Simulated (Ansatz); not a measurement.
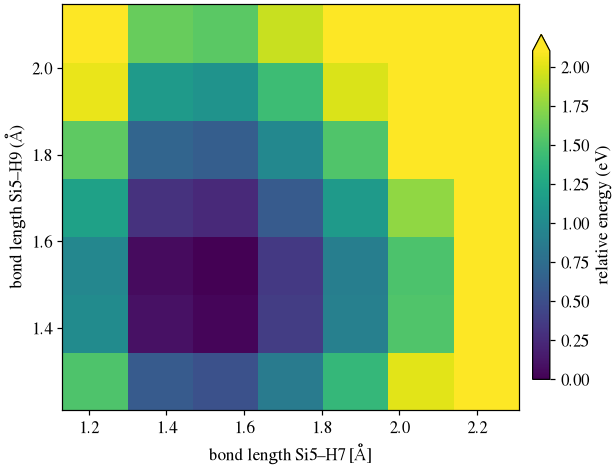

Energy landscape of CH₄F₂OSi, SMILES FC(F)O[SiH3]. First axis: bond length Si5–H7. Second axis: bond length Si5–H9. Nothing is relaxed (all other coordinates rigid). The grid has 7 × 7 points. Points are written as (first, second). Energies are in eV, from the lowest grid point. The reference is spin-restricted, which grows unreliable where a bond is stretched far. Level of theory: RKS wB97X-V/def2-SVP (Ansatz 0.2.0).

Drawn: one coloured cell a grid point, one colour for all values above the top of the scale. 

What does the map say about the system?

Answer. The lowest grid point is at (1.552 Å, 1.546 Å). The bottom of the well lies between grid points, at about (1.481 Å, 1.486 Å), about 0.075 eV lower on the interpolated surface. No other kind of well shows on this grid. The highest grid point, (2.224 Å, 2.081 Å), lies 3.72 eV above the lowest. Round the minimum the contours are nearly round: the two directions are equally stiff and uncoupled.

The values on the grid:

| bond length Si5–H9 ↓, bond length Si5–H7 → | 1.216 | 1.384 | 1.552 | 1.720 | 1.888 | 2.056 | 2.224 |
| --- | --- | --- | --- | --- | --- | --- | --- |
| 2.081 | 2.51 | 1.62 | 1.57 | 1.93 | 2.47 | 3.09 | 3.72 |
| 1.947 | 2.03 | 1.13 | 1.08 | 1.44 | 1.99 | 2.60 | 3.23 |
| 1.813 | 1.58 | 0.68 | 0.62 | 0.98 | 1.53 | 2.14 | 2.77 |
| 1.680 | 1.21 | 0.30 | 0.24 | 0.60 | 1.14 | 1.75 | 2.38 |
| 1.546 | 0.97 | 0.06 | 0.00 | 0.35 | 0.89 | 1.50 | 2.13 |
| 1.412 | 1.01 | 0.09 | 0.03 | 0.37 | 0.91 | 1.52 | 2.14 |
| 1.278 | 1.52 | 0.60 | 0.52 | 0.87 | 1.40 | 2.01 | 2.63 |

The input of one point:

```yaml
crystal:
  periodic: [false, false, false]
  atoms:
    - { symbol: F, position_ang: [1.726078, -0.749764, -0.880829] }
    - { symbol: C, position_ang: [1.310224, -0.273995, 0.314446] }
    - { symbol: F, position_ang: [1.449986, 1.077877, 0.256418] }
    - { symbol: O, position_ang: [0.023139, -0.602041, 0.540275] }
    - { symbol: Si, position_ang: [-1.311811, 0.152963, -0.195427] }
    - { symbol: H, position_ang: [1.964398, -0.671115, 1.108746] }
    - { symbol: H, position_ang: [-2.463979, -0.879622, -0.073026] }
    - { symbol: H, position_ang: [-1.006798, 0.453138, -1.619292] }
    - { symbol: H, position_ang: [-1.667764, 1.450278, 0.566403] }
basis:
  gaussian: { orbitals: def2-SVP }
hamiltonian:
  xc: { name: wB97X-V }
output:
  forces: true
```

Time for the 49 points that were run: 9.2 min on 1 thread of Intel(R) Xeon(R) Platinum 8488C (Sapphire Rapids), on a shared host.
